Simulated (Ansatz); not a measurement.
# Iridium, beta-Sn type under BLYP: from relaxation to bulk modulus, part 2 of 2

What does BLYP give for iridium in the beta-Sn type structure? We relax it, solve it on a dense k-mesh, then scale the cell to 7 volumes from 88 to 112 % of the relaxed one and try a fit of the equation of state. Spin polarisation is left out. The k-meshes are 14×14×9 for the relaxation; 20×20×14 for the dense run; 14×14×10 for the volumes.

Ansatz 0.2.0; DFT, BLYP, plane waves (420 eV) with PAW, scalar-relativistic. Earlier steps stand in the parts before.

### Step 4. The cell scaled to 88 % of its volume

Contents of input.yaml:

```yaml
crystal:
  lattice:
    - [-2.1280356062, 2.4739799214, 1.2812135216]
    - [2.4739799214, -2.1280356062, 1.2812135216]
    - [2.3983624545, 2.3983624545, -0.6476158748]
  atoms:
    - { symbol: Ir, position: [0.0211764533, 0.9788235467, 1.0] }
    - { symbol: Ir, position: [0.7288235467, 0.2711764533, 0.5] }
hamiltonian:
  xc: blyp
  pseudopotentials:
    kind: paw
    azcp:
      Ir: "pseudopotentials/Ir.paw.azcp"
basis:
  ecutwfc: 420
  fft_grid_basis: typed
kpoints:
  mp_grid: { grid: [14, 14, 10], shift: [0, 0, 0] }
magnetization:
  spin_polarized: false
scf:
  occupations: { method: fermi_dirac, width: 0.1 }
  lower_state_search: "off"
output:
  stress: true
```

Command:

```console
$ ansatz run input.yaml --threads 2 --pin off --max-ram 5120MiB --backend cpu --events-out ev --progress --plain --runs-dir out
```

What it wrote, shortened:

```text
Warning: 4 symmetry operations that the atoms keep within the bar at which the run's group was sought (crystal.symmetry.tolerance 1.0e-5, or twice it) were not taken beside the 4 unitary ones that the detection took (of a slab, those that keep its plane). If the more symmetric cell is [...]
Warning: RAYON_NUM_THREADS=2 ignored (pool sized by the plan → 2); use --threads N
[...]
Pseudopotentials: kind: paw
Pseudopotential: Ir, paw, valence charge 17, recommended cutoff 420 eV (normal), <dir>
Functional definition: BLYP
[...]
Crystal: 2 atoms, lattice volume = 29.313 Å³
Basis set: ecut = 420 eV, 573 PW (Γ), exchange–correlation on 48×48×48 points (8 copies of the dense FFT grid, shifted against one another)
Bands: 21, of which v1, the nominal top of the filled ones, is band 17 counted from 1 (16 counted from 0)
Symmetry: 4 space group operations
Space group: C2/c (ITA 15), of the structure as read, at distance tolerance 3.1e-5 Å
k-points: 534 of 1960
[...]
SCF iter   1: F=—  HF=-23920.473196 eV  |F-HF|=—  |Δ(HF+E_count)|=         —  Δρ=1.60e-2  dr2=5.44e-2  ethr=1.77e-3  ⟨swp⟩=4.7  Hψ=43770  notcnv=0
[...]
SCF iter   6: F=-23920.463765 eV  HF=-23920.463765 eV  |F-HF|=1.55e-8  |Δ(HF+E_count)|=   4.87e-7  Δρ=1.18e-5  dr2=2.95e-8  ethr=2.94e-10  ⟨swp⟩=4.5  Hψ=37413  notcnv=0
[...]
SCF converged after 6 iterations
Free energy (F): -23920.463765 eV
[...]
E sigma→0 (E₀):  -23920.433226 eV
Entropy (-TS):   -0.061077 eV (-30.539 meV/atom)
Fermi energy:    24.914649 eV
[...]
--- Stress (GPa, compression-positive) ---
       42.895225       3.166331      -0.128140
        3.166331      42.895225      -0.128140
       -0.128140      -0.128140      45.141230
  P = ⅓ Tr σ = 43.6439 GPa (436.439 kbar)
```

Wall time 4 s (2 threads of Intel Xeon 6975P-C (Granite Rapids), shared host); peak memory 0.56 GiB.

### Step 5. The cell scaled to 92 % of its volume

Edit input.yaml of step 4 so:

```diff
@@ -2,5 +2,5 @@
   lattice:
-    - [-2.1280356062, 2.4739799214, 1.2812135216]
-    - [2.4739799214, -2.1280356062, 1.2812135216]
-    - [2.3983624545, 2.3983624545, -0.6476158748]
+    - [-2.159802015, 2.5109104395, 1.3003389311]
+    - [2.5109104395, -2.159802015, 1.3003389311]
+    - [2.4341641872, 2.4341641872, -0.6572832087]
   atoms:
```

Command:

```console
$ ansatz run input.yaml --threads 2 --pin off --max-ram 5120MiB --backend cpu --events-out ev --progress --plain --runs-dir out
```

What it wrote, shortened:

```text
Warning: 4 symmetry operations that the atoms keep within the bar at which the run's group was sought (crystal.symmetry.tolerance 1.0e-5, or twice it) were not taken beside the 4 unitary ones that the detection took (of a slab, those that keep its plane). If the more symmetric cell is [...]
Warning: RAYON_NUM_THREADS=2 ignored (pool sized by the plan → 2); use --threads N
[...]
[... 3 set-up lines as earlier in the session ...]
[...]
Crystal: 2 atoms, lattice volume = 30.646 Å³
Basis set: ecut = 420 eV, 617 PW (Γ), exchange–correlation on 48×48×48 points (8 copies of the dense FFT grid, shifted against one another)
Bands: 21, of which v1, the nominal top of the filled ones, is band 17 counted from 1 (16 counted from 0)
[... 2 set-up lines as earlier in the session ...]
k-points: 534 of 1960
[...]
SCF iter   1: F=—  HF=-23920.757769 eV  |F-HF|=—  |Δ(HF+E_count)|=         —  Δρ=1.55e-2  dr2=5.63e-2  ethr=1.77e-3  ⟨swp⟩=4.6  Hψ=43131  notcnv=0
[...]
SCF iter   6: F=-23920.747983 eV  HF=-23920.747983 eV  |F-HF|=1.90e-8  |Δ(HF+E_count)|=   5.40e-7  Δρ=1.26e-5  dr2=3.69e-8  ethr=2.94e-10  ⟨swp⟩=4.4  Hψ=37382  notcnv=0
[...]
SCF converged after 6 iterations
Free energy (F): -23920.747983 eV
[...]
E sigma→0 (E₀):  -23920.715188 eV
Entropy (-TS):   -0.065590 eV (-32.795 meV/atom)
Fermi energy:    23.572701 eV
[...]
--- Stress (GPa, compression-positive) ---
       24.973437       1.830771      -0.057976
        1.830771      24.973437      -0.057976
       -0.057976      -0.057976      26.385608
  P = ⅓ Tr σ = 25.4442 GPa (254.442 kbar)
```

Wall time 3.8 s (2 threads of Intel Xeon 6975P-C (Granite Rapids), shared host); peak memory 0.57 GiB.

### Step 6. The cell scaled to 96 % of its volume

Edit input.yaml of step 5 so:

```diff
@@ -2,5 +2,5 @@
   lattice:
-    - [-2.159802015, 2.5109104395, 1.3003389311]
-    - [2.5109104395, -2.159802015, 1.3003389311]
-    - [2.4341641872, 2.4341641872, -0.6572832087]
+    - [-2.1906604987, 2.5467854355, 1.3189177117]
+    - [2.5467854355, -2.1906604987, 1.3189177117]
+    - [2.4689426601, 2.4689426601, -0.6666742376]
   atoms:
```

Command:

```console
$ ansatz run input.yaml --threads 2 --pin off --max-ram 5120MiB --backend cpu --events-out ev --progress --plain --runs-dir out
```

What it wrote, shortened:

```text
Warning: 4 symmetry operations that the atoms keep within the bar at which the run's group was sought (crystal.symmetry.tolerance 1.0e-5, or twice it) were not taken beside the 4 unitary ones that the detection took (of a slab, those that keep its plane). If the more symmetric cell is [...]
Warning: RAYON_NUM_THREADS=2 ignored (pool sized by the plan → 2); use --threads N
[...]
[... 3 set-up lines as earlier in the session ...]
[...]
Crystal: 2 atoms, lattice volume = 31.978 Å³
Basis set: ecut = 420 eV, 633 PW (Γ), exchange–correlation on 50×50×48 points (8 copies of the dense FFT grid, shifted against one another)
Bands: 21, of which v1, the nominal top of the filled ones, is band 17 counted from 1 (16 counted from 0)
[... 2 set-up lines as earlier in the session ...]
k-points: 534 of 1960
[...]
SCF iter   1: F=—  HF=-23920.907560 eV  |F-HF|=—  |Δ(HF+E_count)|=         —  Δρ=1.50e-2  dr2=5.70e-2  ethr=1.77e-3  ⟨swp⟩=4.4  Hψ=42729  notcnv=0
[...]
SCF iter   6: F=-23920.897845 eV  HF=-23920.897845 eV  |F-HF|=2.17e-8  |Δ(HF+E_count)|=   5.56e-7  Δρ=1.30e-5  dr2=4.28e-8  ethr=2.94e-10  ⟨swp⟩=4.6  Hψ=37816  notcnv=0
[...]
SCF converged after 6 iterations
Free energy (F): -23920.897845 eV
[...]
E sigma→0 (E₀):  -23920.862712 eV
Entropy (-TS):   -0.070266 eV (-35.133 meV/atom)
Fermi energy:    22.341353 eV
[...]
--- Stress (GPa, compression-positive) ---
       10.919543       0.777360      -0.001314
        0.777360      10.919543      -0.001314
       -0.001314      -0.001314      11.683418
  P = ⅓ Tr σ = 11.1742 GPa (111.742 kbar)
```

Wall time 4.1 s (2 threads of Intel Xeon 6975P-C (Granite Rapids), shared host); peak memory 0.59 GiB.

### Step 7. The cell scaled to 100 % of its volume

Edit input.yaml of step 6 so:

```diff
@@ -2,5 +2,5 @@
   lattice:
-    - [-2.1906604987, 2.5467854355, 1.3189177117]
-    - [2.5467854355, -2.1906604987, 1.3189177117]
-    - [2.4689426601, 2.4689426601, -0.6666742376]
+    - [-2.2206732761, 2.5816772431, 1.336987323]
+    - [2.5816772431, -2.2206732761, 1.336987323]
+    - [2.5027679957, 2.5027679957, -0.6758078964]
   atoms:
```

Command:

```console
$ ansatz run input.yaml --threads 2 --pin off --max-ram 5120MiB --backend cpu --events-out ev --progress --plain --runs-dir out
```

What it wrote, shortened:

```text
Warning: 4 symmetry operations that the atoms keep within the bar at which the run's group was sought (crystal.symmetry.tolerance 1.0e-5, or twice it) were not taken beside the 4 unitary ones that the detection took (of a slab, those that keep its plane). If the more symmetric cell is [...]
Warning: RAYON_NUM_THREADS=2 ignored (pool sized by the plan → 2); use --threads N
[...]
[... 3 set-up lines as earlier in the session ...]
[...]
Crystal: 2 atoms, lattice volume = 33.311 Å³
Basis set: ecut = 420 eV, 647 PW (Γ), exchange–correlation on 50×50×50 points (8 copies of the dense FFT grid, shifted against one another)
Bands: 21, of which v1, the nominal top of the filled ones, is band 17 counted from 1 (16 counted from 0)
[... 2 set-up lines as earlier in the session ...]
k-points: 534 of 1960
[...]
SCF iter   1: F=—  HF=-23920.951329 eV  |F-HF|=—  |Δ(HF+E_count)|=         —  Δρ=1.43e-2  dr2=5.59e-2  ethr=1.77e-3  ⟨swp⟩=4.4  Hψ=42396  notcnv=0
[...]
SCF iter   6: F=-23920.942393 eV  HF=-23920.942393 eV  |F-HF|=2.44e-8  |Δ(HF+E_count)|=   5.81e-7  Δρ=1.34e-5  dr2=4.95e-8  ethr=2.94e-10  ⟨swp⟩=4.8  Hψ=39776  notcnv=0
[...]
SCF converged after 6 iterations
Free energy (F): -23920.942393 eV
[...]
E sigma→0 (E₀):  -23920.904853 eV
Entropy (-TS):   -0.075079 eV (-37.539 meV/atom)
Fermi energy:    21.207677 eV
[...]
--- Stress (GPa, compression-positive) ---
       -0.091304      -0.053367       0.044514
       -0.053367      -0.091304       0.044514
        0.044514       0.044514       0.169621
  P = ⅓ Tr σ = -0.0043 GPa (-0.043 kbar)
```

Wall time 5 s (2 threads of Intel Xeon 6975P-C (Granite Rapids), shared host); peak memory 0.59 GiB.

### Step 8. The cell scaled to 104 % of its volume

Edit input.yaml of step 7 so:

```diff
@@ -2,5 +2,5 @@
   lattice:
-    - [-2.2206732761, 2.5816772431, 1.336987323]
-    - [2.5816772431, -2.2206732761, 1.336987323]
-    - [2.5027679957, 2.5027679957, -0.6758078964]
+    - [-2.2498960125, 2.6156505764, 1.3545812791]
+    - [2.6156505764, -2.2498960125, 1.3545812791]
+    - [2.5357029304, 2.5357029304, -0.6847011254]
   atoms:
```

Command:

```console
$ ansatz run input.yaml --threads 2 --pin off --max-ram 5120MiB --backend cpu --events-out ev --progress --plain --runs-dir out
```

What it wrote, shortened:

```text
Warning: 4 symmetry operations that the atoms keep within the bar at which the run's group was sought (crystal.symmetry.tolerance 1.0e-5, or twice it) were not taken beside the 4 unitary ones that the detection took (of a slab, those that keep its plane). If the more symmetric cell is [...]
Warning: RAYON_NUM_THREADS=2 ignored (pool sized by the plan → 2); use --threads N
[...]
[... 3 set-up lines as earlier in the session ...]
[...]
Crystal: 2 atoms, lattice volume = 34.643 Å³
Basis set: ecut = 420 eV, 683 PW (Γ), exchange–correlation on 50×50×50 points (8 copies of the dense FFT grid, shifted against one another)
Bands: 21, of which v1, the nominal top of the filled ones, is band 17 counted from 1 (16 counted from 0)
[... 1 set-up line as earlier in the session ...]
Space group: C2/c (ITA 15), of the structure as read, at distance tolerance 3.3e-5 Å
k-points: 534 of 1960
[...]
SCF iter   1: F=—  HF=-23920.912269 eV  |F-HF|=—  |Δ(HF+E_count)|=         —  Δρ=1.35e-2  dr2=5.36e-2  ethr=1.77e-3  ⟨swp⟩=4.4  Hψ=42295  notcnv=0
[...]
SCF iter   6: F=-23920.904532 eV  HF=-23920.904532 eV  |F-HF|=2.72e-8  |Δ(HF+E_count)|=   5.82e-7  Δρ=1.37e-5  dr2=5.55e-8  ethr=2.94e-10  ⟨swp⟩=4.7  Hψ=40990  notcnv=0
[...]
SCF converged after 6 iterations
Free energy (F): -23920.904532 eV
[...]
E sigma→0 (E₀):  -23920.864520 eV
Entropy (-TS):   -0.080023 eV (-40.012 meV/atom)
Fermi energy:    20.160681 eV
[...]
--- Stress (GPa, compression-positive) ---
       -8.695192      -0.708097       0.081471
       -0.708097      -8.695192       0.081471
        0.081471       0.081471      -8.824738
  P = ⅓ Tr σ = -8.7384 GPa (-87.384 kbar)
```

Wall time 6.3 s (2 threads of Intel Xeon 6975P-C (Granite Rapids), shared host); peak memory 0.6 GiB.

### Step 9. The cell scaled to 108 % of its volume

Edit input.yaml of step 8 so:

```diff
@@ -2,5 +2,5 @@
   lattice:
-    - [-2.2498960125, 2.6156505764, 1.3545812791]
-    - [2.6156505764, -2.2498960125, 1.3545812791]
-    - [2.5357029304, 2.5357029304, -0.6847011254]
+    - [-2.2783787325, 2.6487635926, 1.371729698]
+    - [2.6487635926, -2.2783787325, 1.371729698]
+    - [2.5678038437, 2.5678038437, -0.6933691484]
   atoms:
```

Command:

```console
$ ansatz run input.yaml --threads 2 --pin off --max-ram 5120MiB --backend cpu --events-out ev --progress --plain --runs-dir out
```

What it wrote, shortened:

```text
Warning: 4 symmetry operations that the atoms keep within the bar at which the run's group was sought (crystal.symmetry.tolerance 1.0e-5, or twice it) were not taken beside the 4 unitary ones that the detection took (of a slab, those that keep its plane). If the more symmetric cell is [...]
Warning: RAYON_NUM_THREADS=2 ignored (pool sized by the plan → 2); use --threads N
[...]
[... 3 set-up lines as earlier in the session ...]
[...]
Crystal: 2 atoms, lattice volume = 35.975 Å³
Basis set: ecut = 420 eV, 699 PW (Γ), exchange–correlation on 54×54×50 points (8 copies of the dense FFT grid, shifted against one another)
Bands: 21, of which v1, the nominal top of the filled ones, is band 17 counted from 1 (16 counted from 0)
[... 2 set-up lines as earlier in the session ...]
k-points: 534 of 1960
[...]
SCF iter   1: F=—  HF=-23920.808754 eV  |F-HF|=—  |Δ(HF+E_count)|=         —  Δρ=1.28e-2  dr2=5.07e-2  ethr=1.77e-3  ⟨swp⟩=4.4  Hψ=42137  notcnv=0
[...]
SCF iter   6: F=-23920.802418 eV  HF=-23920.802418 eV  |F-HF|=3.10e-8  |Δ(HF+E_count)|=   6.13e-7  Δρ=1.42e-5  dr2=6.37e-8  ethr=2.94e-10  ⟨swp⟩=4.8  Hψ=40895  notcnv=0
[...]
SCF converged after 6 iterations
Free energy (F): -23920.802418 eV
[...]
E sigma→0 (E₀):  -23920.759869 eV
Entropy (-TS):   -0.085098 eV (-42.549 meV/atom)
Fermi energy:    19.190977 eV
[...]
--- Stress (GPa, compression-positive) ---
      -15.388013      -1.222903       0.111277
       -1.222903     -15.388013       0.111277
        0.111277       0.111277     -15.819126
  P = ⅓ Tr σ = -15.5317 GPa (-155.317 kbar)
```

Wall time 5.4 s (2 threads of Intel Xeon 6975P-C (Granite Rapids), shared host); peak memory 0.61 GiB.

### Step 10. The cell scaled to 112 % of its volume

Edit input.yaml of step 9 so:

```diff
@@ -2,5 +2,5 @@
   lattice:
-    - [-2.2783787325, 2.6487635926, 1.371729698]
-    - [2.6487635926, -2.2783787325, 1.371729698]
-    - [2.5678038437, 2.5678038437, -0.6933691484]
+    - [-2.3061665777, 2.6810687715, 1.3884597578]
+    - [2.6810687715, -2.3061665777, 1.3884597578]
+    - [2.5991216112, 2.5991216112, -0.7018257032]
   atoms:
```

Command:

```console
$ ansatz run input.yaml --threads 2 --pin off --max-ram 5120MiB --backend cpu --events-out ev --progress --plain --runs-dir out
```

What it wrote, shortened:

```text
Warning: 4 symmetry operations that the atoms keep within the bar at which the run's group was sought (crystal.symmetry.tolerance 1.0e-5, or twice it) were not taken beside the 4 unitary ones that the detection took (of a slab, those that keep its plane). If the more symmetric cell is [...]
Warning: RAYON_NUM_THREADS=2 ignored (pool sized by the plan → 2); use --threads N
[...]
[... 3 set-up lines as earlier in the session ...]
[...]
Crystal: 2 atoms, lattice volume = 37.308 Å³
Basis set: ecut = 420 eV, 723 PW (Γ), exchange–correlation on 54×54×54 points (8 copies of the dense FFT grid, shifted against one another)
Bands: 21, of which v1, the nominal top of the filled ones, is band 17 counted from 1 (16 counted from 0)
[... 2 set-up lines as earlier in the session ...]
k-points: 534 of 1960
[...]
SCF iter   1: F=—  HF=-23920.655357 eV  |F-HF|=—  |Δ(HF+E_count)|=         —  Δρ=1.20e-2  dr2=4.75e-2  ethr=1.77e-3  ⟨swp⟩=4.4  Hψ=42067  notcnv=0
[...]
SCF iter   6: F=-23920.650478 eV  HF=-23920.650478 eV  |F-HF|=3.39e-8  |Δ(HF+E_count)|=   6.38e-7  Δρ=1.43e-5  dr2=6.79e-8  ethr=2.94e-10  ⟨swp⟩=4.7  Hψ=40231  notcnv=0
[...]
SCF converged after 6 iterations
Free energy (F): -23920.650478 eV
[...]
E sigma→0 (E₀):  -23920.605334 eV
Entropy (-TS):   -0.090290 eV (-45.145 meV/atom)
Fermi energy:    18.290437 eV
[...]
--- Stress (GPa, compression-positive) ---
      -20.557377      -1.625840       0.135114
       -1.625840     -20.557377       0.135114
        0.135114       0.135114     -21.220944
  P = ⅓ Tr σ = -20.7786 GPa (-207.786 kbar)
```

Run time: 4.9 s. Hardware: 2 threads of Intel Xeon 6975P-C (Granite Rapids), shared host; peak memory 0.62 GiB.

### Step 11. The equation of state

All volumes keep the relaxed shape and fractional coordinates.

```csv
V (Å³/atom),E − E₀ (meV/atom),P from the stress (GPa),P from the fit (GPa)
14.657,235.8,43.64,43.46
15.323,94.8,25.44,25.15
15.989,21.0,11.17,10.87
16.655,0.0,0.00,-0.29
17.322,20.1,-8.74,-9.02
17.988,72.5,-15.53,-15.84
18.654,149.7,-20.78,-21.15
```

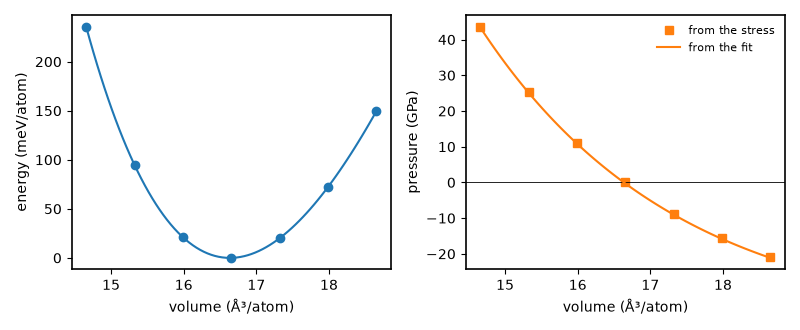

Energy and pressure against volume; the lines are the Birch-Murnaghan fit.

A third-order Birch-Murnaghan fit gives V₀ = 16.636 Å³/atom, B₀ = 248 GPa and B₀′ = 5.1; it misses no point by more than 0.06 meV/atom.

Fit and stress differ a little: one follows E(σ → 0), the other the smeared free energy.

### Step 12. What came out

What follows sums up all 2 parts.

```
                      quantity                                  value
space group (spins left aside)                          Cmcm (No. 63)
             conventional cell  a = 2.722 Å, b = 6.792 Å, c = 3.603 Å
                        volume                         16.655 Å³/atom
             shortest distance                                2.662 Å
               gap on the mesh           none (levels filled in part)
               relative to fcc                          +268 meV/atom
                   V₀, B₀, B₀′           16.636 Å³/atom, 248 GPa, 5.1
```

**Reading.** The relaxation enlarged the cell by 12.1 % in volume. What began as beta-Sn type has relaxed into Cmcm. What follows belongs to that structure, not to the type named at the start. The mesh has less symmetry than the lattice, which may have let the distortion in. Against the reference form of iridium (fcc, computed apart with the same settings) it stands 268 meV/atom higher. No gap shows: it is a metal or semimetal at this level. The fitted modulus is 248 GPa; letting shape and positions relax at each volume could only lower it.
